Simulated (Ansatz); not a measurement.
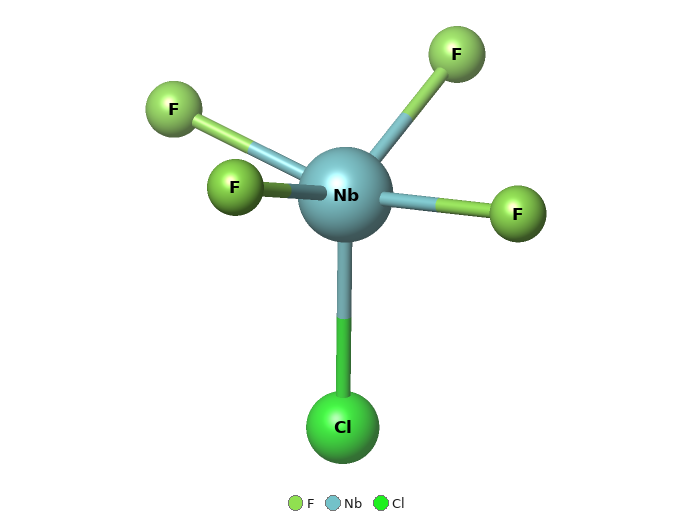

Charge 0, singlet. The geometry was computed by an optimisation with PBE-D4/def2-SVP. No frequency run is at hand to confirm it as a minimum.

Question. Describe the coordination sphere.

Answer. Nb binds 5 atoms: 4 F at 1.86–1.88 Å, 1 Cl at 2.27 Å.

Question. What are the formal oxidation state of the metal and its number of d electrons?

Answer. Nb(V), d⁰, counting the ligands as closed-shell ions or neutral donors.
